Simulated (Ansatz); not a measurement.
One stationary structure of PbS. Space group Fm-3m (No. 225), rock salt type. All values below come from r2SCAN (plane waves to 500 eV, PAW, scalar-relativistic; Ansatz, a program for electronic structure).

```cif
data_Pb4S4
_chemical_formula_sum 'Pb4 S4'
_space_group_name_H-M_alt 'Fm-3m'
_space_group_IT_number 225
_space_group_name_Hall '-F 4 2 3'
_cell_length_a 5.97554
_cell_length_b 5.97554
_cell_length_c 5.97554
_cell_angle_alpha 90.000
_cell_angle_beta 90.000
_cell_angle_gamma 90.000
loop_
_atom_site_label
_atom_site_type_symbol
_atom_site_symmetry_multiplicity
_atom_site_Wyckoff_symbol
_atom_site_fract_x
_atom_site_fract_y
_atom_site_fract_z
_atom_site_occupancy
Pb1 Pb 4 b 0.50000 0.50000 0.50000 1
S1 S 4 a 0.00000 0.00000 0.00000 1
```
(The calculation used a cell of 2 atoms; values per cell refer to that cell.)

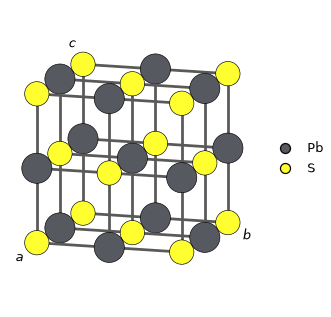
Fig. 1. The conventional cell of the relaxed structure

```yaml
volume_per_atom: 26.67 Å³
density: 7.45 g/cm³
band_gap: 0.70 eV, direct (no spin-orbit coupling)
shortest_distances: Pb–S 2.99 Å
k-mesh: 10×10×10
```

Band energies at high-symmetry points (eV from the VBM; labels of this space group; no spin-orbit coupling), from −5 eV up to 2.0 eV:

```tsv
point	energies
Γ	-2.20 -2.20 -2.20
X	-3.45 -3.45
U	-4.76 -2.95 -2.46
K	-4.76 -2.95 -2.46
L	-1.82 -1.82 0.00 0.70
W	-4.41 -4.41 -1.05
```

No spin polarisation in the result. Spin-orbit coupling is missing; with elements this heavy it can move band edges by tenths of an eV or more.

It was reached from a disturbed copy of a P4/nmm (No. 129) cell, against which it lies -141 meV/atom.
